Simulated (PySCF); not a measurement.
**Geometry relaxation, with input and output: C2H5NSi (charge +1) (part 1 of 2)**

System: C2H5NSi, charge +1, multiplicity 2.
Method: HF/3-21G, UHF (PySCF 2.14.0).

The atoms were displaced at random from an optimised geometry. The geometry is that of the parent species in another charge or spin state. Figures and captions count atoms from 1; the log counts them from 0 in places.

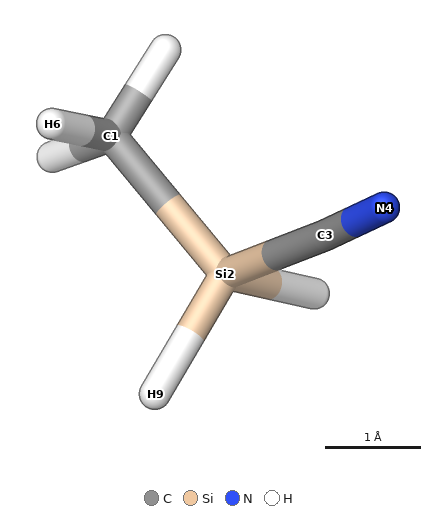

Fig. 1: The structure as given in the input (stick view, seen at a tilt; atoms are numbered from 1 in the order of the input). Bond lengths as drawn: C–H 1.03 to 1.13 Å, C–N 1.14 Å, C–Si 1.88 to 1.92 Å and H–Si 1.46 to 1.51 Å.

### Input file (run.py)
```python
from pyscf import gto, scf, symm
from pyscf.hessian import thermo
from pyscf.geomopt.geometric_solver import kernel as optimise

mol = gto.M(
    atom='''
C     -0.708666     0.952717    -0.528790
Si    -0.148507    -0.573221     0.483735
C      1.665107    -0.914277     0.134800
N      2.755809    -1.098604    -0.122140
H     -0.529469     0.765254    -1.575944
H     -0.043833     1.809426    -0.217544
H     -1.687131     1.189737    -0.315205
H     -0.875850    -1.778822     0.104019
H     -0.234702    -0.313985     1.966591
''',
    spin=1,
    charge=1,
    max_memory=1860,
    basis='3-21g',
    verbose=3,
)

hf = scf.UHF(mol)
hf.conv_tol = 1e-10
hf = hf.newton()
converged, mol_eq = optimise(hf, maxsteps=80)
print('converged:', converged)
print(mol_eq.tostring())

hf.reset(mol_eq)
mol = mol_eq
hf.kernel()
etot = hf.e_tot
print('E = %.10f Eh' % etot)
hess = hf.Hessian().kernel()
modes = thermo.harmonic_analysis(mol, hess)
thermo.dump_normal_mode(mol, modes)
symm.geom.TOLERANCE = 1e-3  # for the symmetry number
th = thermo.thermo(hf, modes['freq_au'], 298.15, 101325)
thermo.dump_thermo(mol, th)
```

Run on 1 thread of Intel Xeon (Granite Rapids), 96 GiB of memory available, shared host.

Launched with:
```bash
OMP_NUM_THREADS=1 python run.py
```

### The program's output
```
#|     Arguments passed to driver run_optimizer():      |#
customengine              <pyscf.geomopt.geometric_solver.PySCFEngine object>
maxiter                   80
----------------------------------------------------------
Custom engine selected.
Bonds will be generated from interatomic distances less than 1.20 times sum of covalent radii
27 internal coordinates being used (instead of 27 Cartesians)
Internal coordinate system (atoms numbered from 1):
Distance 1-2
Distance 1-5
Distance 1-6
Distance 1-7
Distance 2-3
Distance 2-8
Distance 2-9
Distance 3-4
Angle 2-1-5
Angle 2-1-6
Angle 2-1-7
Angle 5-1-6
Angle 5-1-7
Angle 6-1-7
Angle 1-2-3
Angle 1-2-8
Angle 1-2-9
Angle 3-2-8
Angle 3-2-9
Angle 8-2-9
LinearAngleX 2-3-4
LinearAngleY 2-3-4
Dihedral 5-1-2-3
Dihedral 5-1-2-8
Dihedral 5-1-2-9
Dihedral 6-1-2-3
Dihedral 6-1-2-8
Dihedral 6-1-2-9
Dihedral 7-1-2-3
Dihedral 7-1-2-8
Dihedral 7-1-2-9
Translation-X 1-9
Translation-Y 1-9
Translation-Z 1-9
Rotation-A 1-9
Rotation-B 1-9
Rotation-C 1-9
<class 'geometric.internal.Distance'> : 8
<class 'geometric.internal.Angle'> : 12
<class 'geometric.internal.LinearAngle'> : 2
<class 'geometric.internal.Dihedral'> : 9
<class 'geometric.internal.TranslationX'> : 1
<class 'geometric.internal.TranslationY'> : 1
<class 'geometric.internal.TranslationZ'> : 1
<class 'geometric.internal.RotationA'> : 1
<class 'geometric.internal.RotationB'> : 1
<class 'geometric.internal.RotationC'> : 1
> ===== Optimization Info: ====
> Job type: Energy minimization
> Maximum number of optimization cycles: 80
> Initial / maximum trust radius (Angstrom): 0.100 / 0.300
> Convergence Criteria:
> Will converge when all 5 criteria are reached:
>  |Delta-E| < 1.00e-06
>  RMS-Grad  < 3.00e-04
>  Max-Grad  < 4.50e-04
>  RMS-Disp  < 1.20e-03
>  Max-Disp  < 1.80e-03
> === End Optimization Info ===

Geometry optimization cycle 1
Cartesian coordinates (Angstrom)
 Atom        New coordinates             dX        dY        dZ
   C  -0.708666   0.952717  -0.528790    0.000000  0.000000  0.000000
  Si  -0.148507  -0.573221   0.483735    0.000000  0.000000  0.000000
   C   1.665107  -0.914277   0.134800    0.000000  0.000000  0.000000
   N   2.755809  -1.098604  -0.122140    0.000000  0.000000  0.000000
   H  -0.529469   0.765254  -1.575944    0.000000  0.000000  0.000000
   H  -0.043833   1.809426  -0.217544    0.000000  0.000000  0.000000
   H  -1.687131   1.189737  -0.315205    0.000000 -0.000000  0.000000
   H  -0.875850  -1.778822   0.104019    0.000000  0.000000  0.000000
   H  -0.234702  -0.313985   1.966591    0.000000  0.000000  0.000000

WARN: Mole.unit (angstrom) is changed to Bohr

WARN: HOMO -0.340249468407483 >= LUMO -0.340249468407483

converged SCF energy = -419.346380957234  <S^2> = 0.82473527  2S+1 = 2.0733888
--------------- SecondOrderUHF_Scanner gradients ---------------
         x                y                z
0 C    -0.0308333258    -0.1023960322     0.0530851835
1 Si    -0.0599368806     0.0808879465    -0.0652203749
2 C     0.0680803083    -0.0222678825    -0.0038961158
3 N    -0.0449041241     0.0091646072     0.0079840958
4 H    -0.0012520413     0.0197850452     0.0031692330
5 H     0.0055321824     0.0272579016    -0.0068915105
6 H     0.0469535712     0.0049878632    -0.0168097313
7 H     0.0113638956    -0.0038491739     0.0138931933
8 H     0.0049964143    -0.0135702751     0.0146860269
----------------------------------------------
cycle 1: E = -419.346380957  dE = -419.346  norm(grad) = 0.201124
Step    0 : Gradient = 6.704e-02/1.200e-01 (rms/max) Energy = -419.3463809572
Hessian Eigenvalues: 2.30000e-02 5.00000e-02 5.00000e-02 ... 3.61411e-01 4.29067e-01 1.45177e+00

Geometry optimization cycle 2
Cartesian coordinates (Angstrom)
 Atom        New coordinates             dX        dY        dZ
   C  -0.691200   1.009171  -0.551703    0.017466  0.056454 -0.022913
  Si  -0.089606  -0.662838   0.554651    0.058901 -0.089617  0.070916
   C   1.660680  -0.900378   0.128149   -0.004427  0.013899 -0.006651
   N   2.766254  -1.044806  -0.163725    0.010445  0.053798 -0.041585
   H  -0.495939   0.676451  -1.569687    0.033530 -0.088803  0.006257
   H   0.007983   1.747621  -0.158711    0.051816 -0.061805  0.058833
   H  -1.731704   1.147162  -0.268646   -0.044573 -0.042575  0.046559
   H  -0.956482  -1.730853   0.020935   -0.080632  0.047969 -0.083084
   H  -0.277228  -0.203306   1.938258   -0.042526  0.110679 -0.028333
converged SCF energy = -419.388550934722  <S^2> = 0.83652804  2S+1 = 2.0847331
--------------- SecondOrderUHF_Scanner gradients ---------------
         x                y                z
0 C     0.0073317933    -0.0358589236     0.0221725041
1 Si    -0.0084881329     0.0397935517    -0.0267849509
2 C    -0.0080973543    -0.0040139541     0.0074809161
3 N     0.0068884011    -0.0003043537    -0.0029721917
4 H     0.0016801210     0.0020624621    -0.0053703029
5 H     0.0024965179     0.0051228686    -0.0003569118
6 H    -0.0043056291     0.0047090610    -0.0003039069
7 H     0.0003841100    -0.0070941429     0.0021481433
8 H     0.0021101730    -0.0044165691     0.0039867007
----------------------------------------------
cycle 2: E = -419.388550935  dE = -0.04217  norm(grad) = 0.067842
Step    1 : Displace = 9.492e-02/1.286e-01 (rms/max) Trust = 1.000e-01 (=) Grad = 2.261e-02/4.871e-02 (rms/max) E (change) = -419.3885509347 (-4.217e-02) Quality = 1.322
Hessian Eigenvalues: 2.30000e-02 5.00000e-02 5.00000e-02 ... 3.63091e-01 4.57102e-01 1.48565e+00

Geometry optimization cycle 3
Cartesian coordinates (Angstrom)
 Atom        New coordinates             dX        dY        dZ
   C  -0.668989   1.025925  -0.561631    0.022210  0.016753 -0.009928
  Si  -0.068454  -0.764149   0.632026    0.021151 -0.101311  0.077375
   C   1.668233  -0.891206   0.113153    0.007553  0.009172 -0.014996
   N   2.766551  -0.976314  -0.218091    0.000297  0.068492 -0.054366
   H  -0.472009   0.619783  -1.542342    0.023929 -0.056667  0.027345
   H   0.036416   1.714912  -0.136219    0.028433 -0.032709  0.022492
   H  -1.705145   1.094166  -0.248113    0.026559 -0.052996  0.020533
   H  -1.023706  -1.651725  -0.025279   -0.067224  0.079128 -0.046214
   H  -0.340138  -0.133168   1.916018   -0.062910  0.070138 -0.022240
converged SCF energy = -419.396342877988  <S^2> = 0.82707765  2S+1 = 2.075647
--------------- SecondOrderUHF_Scanner gradients ---------------
         x                y                z
0 C     0.0084610437    -0.0046513762     0.0064415823
1 Si    -0.0003989740     0.0063256377    -0.0025738724
2 C    -0.0045136249     0.0022944708    -0.0000230873
3 N     0.0047804569    -0.0007838282    -0.0013287751
4 H    -0.0000126019    -0.0031413420     0.0003159234
5 H    -0.0012735814    -0.0043968310     0.0009162395
6 H    -0.0043663375    -0.0013806156     0.0017849041
7 H    -0.0013334679     0.0033819480    -0.0019084798
8 H    -0.0013429130     0.0023519364    -0.0036244348
----------------------------------------------
cycle 3: E = -419.396342878  dE = -0.00779194  norm(grad) = 0.0180454
Step    2 : Displace = 8.078e-02/1.292e-01 (rms/max) Trust = 1.414e-01 (+) Grad = 6.015e-03/1.161e-02 (rms/max) E (change) = -419.3963428780 (-7.792e-03) Quality = 0.984
Hessian Eigenvalues: 2.30000e-02 5.00000e-02 5.00000e-02 ... 3.62924e-01 4.55531e-01 1.48241e+00

Geometry optimization cycle 4
Cartesian coordinates (Angstrom)
 Atom        New coordinates             dX        dY        dZ
   C  -0.683049   1.066406  -0.589221   -0.014059  0.040482 -0.027590
  Si  -0.067246  -0.781148   0.642392    0.001209 -0.017000  0.010367
   C   1.668101  -0.912408   0.127607   -0.000132 -0.021202  0.014453
   N   2.765978  -0.998417  -0.198456   -0.000573 -0.022104  0.019635
   H  -0.493199   0.677357  -1.575353   -0.021189  0.057574 -0.033011
   H   0.014480   1.773963  -0.176680   -0.021936  0.059051 -0.040461
   H  -1.714744   1.136281  -0.278167   -0.009599  0.042115 -0.030054
   H  -0.990995  -1.721107   0.017081    0.032712 -0.069382  0.042360
   H  -0.306569  -0.202701   1.960319    0.033569 -0.069533  0.044301
converged SCF energy = -419.398567408965  <S^2> = 0.82124672  2S+1 = 2.070021
--------------- SecondOrderUHF_Scanner gradients ---------------
         x                y                z
0 C     0.0045116153    -0.0037208878     0.0032961355
1 Si    -0.0008950679     0.0050005211    -0.0034980114
2 C    -0.0017609960    -0.0001144469     0.0006641401
3 N     0.0007686703    -0.0002511878    -0.0001510807
4 H    -0.0012297474    -0.0001585093     0.0008719099
5 H    -0.0013103862    -0.0012538840    -0.0000787443
6 H    -0.0010253435     0.0000709063    -0.0005378905
7 H     0.0007477086     0.0006229986     0.0001502849
8 H     0.0001935468    -0.0001955103    -0.0007167436
----------------------------------------------
cycle 4: E = -419.398567409  dE = -0.00222453  norm(grad) = 0.00978962
Step    3 : Displace = 6.088e-02/8.853e-02 (rms/max) Trust = 2.000e-01 (+) Grad = 3.263e-03/6.713e-03 (rms/max) E (change) = -419.3985674090 (-2.225e-03) Quality = 1.197
Hessian Eigenvalues: 2.29998e-02 5.00000e-02 5.00000e-02 ... 3.64118e-01 4.55140e-01 1.48197e+00

Geometry optimization cycle 5
Cartesian coordinates (Angstrom)
 Atom        New coordinates             dX        dY        dZ
   C  -0.684127   1.084364  -0.603934   -0.001079  0.017958 -0.014713
  Si  -0.067297  -0.809571   0.662465   -0.000052 -0.028422  0.020073
   C   1.666634  -0.916306   0.130099   -0.001468 -0.003898  0.002492
   N   2.762182  -0.984882  -0.204902   -0.003796  0.013535 -0.006447
   H  -0.489750   0.693502  -1.589002    0.003448  0.016145 -0.013649
   H   0.016575   1.792769  -0.191899    0.002094  0.018806 -0.015219
   H  -1.711933   1.148262  -0.285881    0.002811  0.011981 -0.007714
   H  -0.994334  -1.746486   0.032861   -0.003339 -0.025379  0.015780
   H  -0.305191  -0.223428   1.979716    0.001379 -0.020726  0.019397
converged SCF energy = -419.399030166708  <S^2> = 0.81889834  2S+1 = 2.0677508
--------------- SecondOrderUHF_Scanner gradients ---------------
         x                y                z
0 C     0.0004602201    -0.0015927944     0.0009176329
1 Si    -0.0006102091     0.0011326089    -0.0008313493
2 C     0.0010391180     0.0001059034    -0.0005518601
3 N    -0.0009103170    -0.0001469932     0.0004640496
4 H    -0.0006008197    -0.0000799438     0.0000859752
5 H     0.0001231670     0.0003955365     0.0003744604
6 H     0.0002762699    -0.0000336592    -0.0004595556
7 H     0.0001055861    -0.0000406931    -0.0002695621
8 H     0.0001169846     0.0002600348     0.0002702089
----------------------------------------------
cycle 5: E = -419.399030167  dE = -0.000462758  norm(grad) = 0.00310054
Step    4 : Displace = 2.353e-02/3.477e-02 (rms/max) Trust = 2.828e-01 (+) Grad = 1.034e-03/1.895e-03 (rms/max) E (change) = -419.3990301667 (-4.628e-04) Quality = 1.223
Hessian Eigenvalues: 2.29986e-02 4.30760e-02 5.00000e-02 ... 3.64124e-01 4.56803e-01 1.48691e+00

Geometry optimization cycle 6
Cartesian coordinates (Angstrom)
 Atom        New coordinates             dX        dY        dZ
   C  -0.684355   1.091311  -0.609669   -0.000228  0.006947 -0.005735
  Si  -0.067028  -0.819520   0.669456    0.000269 -0.009950  0.006991
   C   1.665155  -0.917511   0.131564   -0.001478 -0.001205  0.001465
   N   2.759853  -0.977871  -0.208553   -0.002329  0.007011 -0.003651
   H  -0.486046   0.699385  -1.593473    0.003704  0.005883 -0.004470
   H   0.017675   1.796742  -0.197906    0.001101  0.003973 -0.006007
   H  -1.711269   1.153478  -0.288028    0.000664  0.005216 -0.002147
   H  -0.995575  -1.755088   0.041380   -0.001241 -0.008603  0.008519
   H  -0.305651  -0.232700   1.984752   -0.000461 -0.009272  0.005036
converged SCF energy = -419.399074848365  <S^2> = 0.8197529  2S+1 = 2.0685772
--------------- SecondOrderUHF_Scanner gradients ---------------
         x                y                z
0 C     0.0001738831     0.0000488160     0.0002120930
1 Si    -0.0002814477     0.0000789939     0.0001817685
2 C     0.0004326914     0.0001552127    -0.0003314093
3 N    -0.0004713078    -0.0001062557     0.0002879130
4 H    -0.0000664578     0.0000044657     0.0000239098
5 H    -0.0002210094    -0.0001759832    -0.0000944557
6 H     0.0001486312    -0.0000340712    -0.0000425088
7 H     0.0001421290     0.0000592611    -0.0000572418
8 H     0.0001428879    -0.0000304393    -0.0001800686
----------------------------------------------
cycle 6: E = -419.399074848  dE = -4.46817e-05  norm(grad) = 0.00101642
Step    5 : Displace = 8.919e-03/1.215e-02 (rms/max) Trust = 3.000e-01 (+) Grad = 3.388e-04/5.667e-04 (rms/max) E (change) = -419.3990748484 (-4.468e-05) Quality = 1.110
Hessian Eigenvalues: 2.29917e-02 3.82803e-02 5.00000e-02 ... 3.64113e-01 4.55804e-01 1.47747e+00

Geometry optimization cycle 7
Cartesian coordinates (Angstrom)
 Atom        New coordinates             dX        dY        dZ
   C  -0.684120   1.092086  -0.610516    0.000235  0.000775 -0.000847
  Si  -0.066913  -0.821313   0.670606    0.000116 -0.001793  0.001150
   C   1.665121  -0.917842   0.131804   -0.000034 -0.000331  0.000240
   N   2.759514  -0.975593  -0.210452   -0.000339  0.002279 -0.001899
   H  -0.484900   0.699939  -1.594075    0.001146  0.000555 -0.000602
   H   0.018624   1.797375  -0.198420    0.000949  0.000633 -0.000514
   H  -1.711225   1.154560  -0.288969    0.000045  0.001082 -0.000941
   H  -0.996479  -1.756816   0.043318   -0.000904 -0.001728  0.001938
   H  -0.306864  -0.234171   1.986227   -0.001213 -0.001471  0.001475
converged SCF energy = -419.399076906032  <S^2> = 0.82040499  2S+1 = 2.0692076
--------------- SecondOrderUHF_Scanner gradients ---------------
         x                y                z
0 C    -0.0000901739    -0.0000402782    -0.0000523669
1 Si    -0.0000739695    -0.0000989761     0.0000437793
2 C     0.0000906815     0.0001059937    -0.0001447409
3 N    -0.0000577640    -0.0000730547     0.0001025929
4 H     0.0000141944     0.0000142483    -0.0000024513
5 H     0.0000608608     0.0000646025     0.0000110765
6 H     0.0000068401    -0.0000176601     0.0000279795
7 H     0.0000186948    -0.0000038775    -0.0000442642
8 H     0.0000306358     0.0000490020     0.0000583952
----------------------------------------------
cycle 7: E = -419.399076906  dE = -2.05767e-06  norm(grad) = 0.000328501
Step    6 : Displace = 1.943e-03/2.932e-03 (rms/max) Trust = 3.000e-01 (=) Grad = 1.095e-04/2.010e-04 (rms/max) E (change) = -419.3990769060 (-2.058e-06) Quality = 1.128
Hessian Eigenvalues: 2.29147e-02 3.86009e-02 5.00000e-02 ... 3.64146e-01 4.56952e-01 1.46524e+00

Geometry optimization cycle 8
Cartesian coordinates (Angstrom)
 Atom        New coordinates             dX        dY        dZ
   C  -0.683737   1.092025  -0.610553    0.000384 -0.000061 -0.000037
  Si  -0.066969  -0.821597   0.670939   -0.000056 -0.000284  0.000333
   C   1.664912  -0.917829   0.131936   -0.000209  0.000013  0.000133
   N   2.759038  -0.974274  -0.211597   -0.000476  0.001318 -0.001145
   H  -0.484180   0.699698  -1.593981    0.000720 -0.000241  0.000094
   H   0.019044   1.796992  -0.198203    0.000420 -0.000382  0.000216
   H  -1.710999   1.154997  -0.289548    0.000225  0.000437 -0.000579
   H  -0.996845  -1.757156   0.044164   -0.000366 -0.000339  0.000846
   H  -0.307507  -0.234631   1.986365   -0.000643 -0.000460  0.000139
converged SCF energy = -419.399077291732  <S^2> = 0.820654  2S+1 = 2.0694482
--------------- SecondOrderUHF_Scanner gradients ---------------
         x                y                z
0 C    -0.0000395895     0.0000099499    -0.0000281762
1 Si     0.0000109269    -0.0000537291     0.0000477302
2 C    -0.0000494113     0.0000534313    -0.0000365633
3 N     0.0000492390    -0.0000384184     0.0000257418
4 H     0.0000179942     0.0000114621    -0.0000079028
5 H     0.0000193371     0.0000184670    -0.0000129166
6 H    -0.0000122582    -0.0000041227     0.0000256938
7 H    -0.0000039495    -0.0000040787    -0.0000154406
8 H     0.0000077114     0.0000070385     0.0000018337
----------------------------------------------
cycle 8: E = -419.399077292  dE = -3.85701e-07  norm(grad) = 0.000146802
```

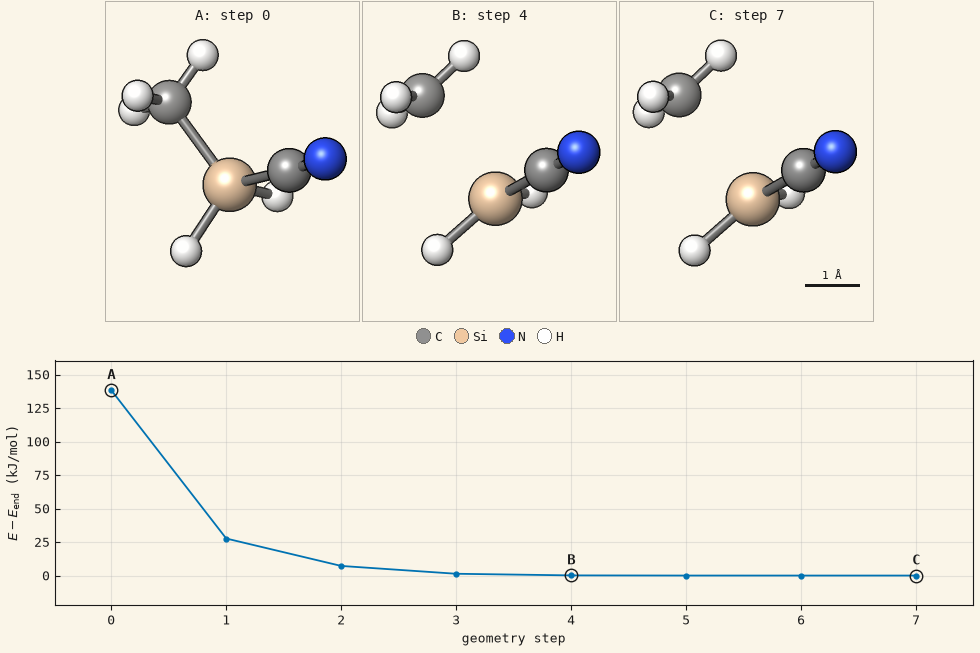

Fig. 2: Frames of the relaxation (ball-and-stick view, seen at a tilt) above the curves, on which the letters mark them (steps are counted from 0).

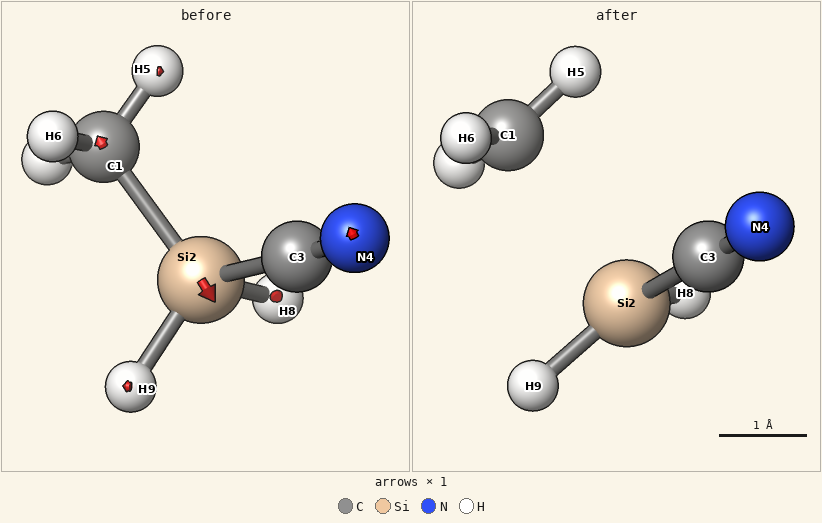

Fig. 3: Before (left) and after (right) the relaxation, at one scale (ball-and-stick view, seen at a tilt). The red arrows give the displacements, at true length. Si2 moves most after the best rigid fit: 0.32 Å. Largest moves by element: Si 0.32 Å, C 0.16 Å, N 0.15 Å, H 0.14 Å. Among the contacts that change: C1–Si2 1.915 → 2.384 Å, Si2–C3 1.878 → 1.816 Å, C1–H6 1.128 → 1.077 Å, C1–H7 1.029 → 1.078 Å. Among the angles that change: H8–Si2–H9 111.7° → 122.6°, H5–C1–H6 107.6° → 117.8°, C3–Si2–H8 106.4° → 116.5°. Over 7 geometry steps the energy falls by 138.4 kJ/mol. The largest force component goes from 5.3 to 0.0028 eV/Å. (Atoms are counted from 1 in the order of the input.)
